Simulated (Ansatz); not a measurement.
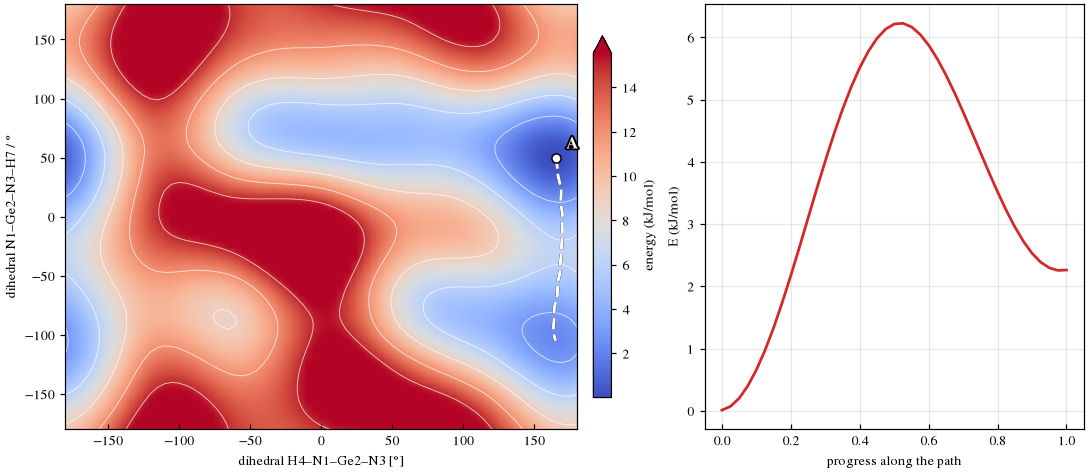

GeH5N2, SMILES [NH][GeH2][NH2], spin multiplicity 2. First axis: dihedral H4–N1–Ge2–N3. Second axis: dihedral N1–Ge2–N3–H7. Nothing is relaxed (all other coordinates rigid). The scan uses a 12 × 12 grid. Points are written as (first, second). All energies are given in kJ/mol relative to the relaxed molecule at the same level. The calculation used UKS r2SCAN0-D4/def2-SVP (Ansatz 0.2.0).

Drawn: a smooth colour map with a few white contour lines, a line along the lowest path, one colour for all values above the top of the scale, the energy along the path at the right, the start A. Between grid points the surface is interpolated.

Question: Describe the path and its barrier.

Answer: The easiest path leads from the well at about (165°, 50°) to the well at about (165°, −105°), about 2.3 kJ/mol higher (on a rigid scan; wells that are mirror images or exchange like atoms can differ by this much). Its highest point lies about 6.2 kJ/mol above the bottom of the first well on the interpolated surface, at about (170°, −30°). Seen from the upper well the barrier is about 4 kJ/mol. The start is the relaxed structure and all else is held, so a fully relaxed path at this level can only be lower.
